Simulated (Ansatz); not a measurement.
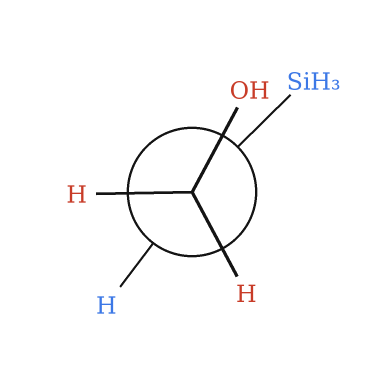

A Newman projection along the Si–B bond, silicon in front; angles are drawn as computed, but eclipsed bonds slightly apart. The geometry was computed by an optimisation with PBE-D4/def2-SVP. No frequency run is at hand to confirm it as a minimum.

**Which molecule is it?**

BH7OSi2, O[SiH2]B[SiH3]

**What is the torsion angle from the front OH to the back SiH3? The sign is positive where the front bond must turn clockwise to cover the back bond.**

6°, synperiplanar (eclipsed).
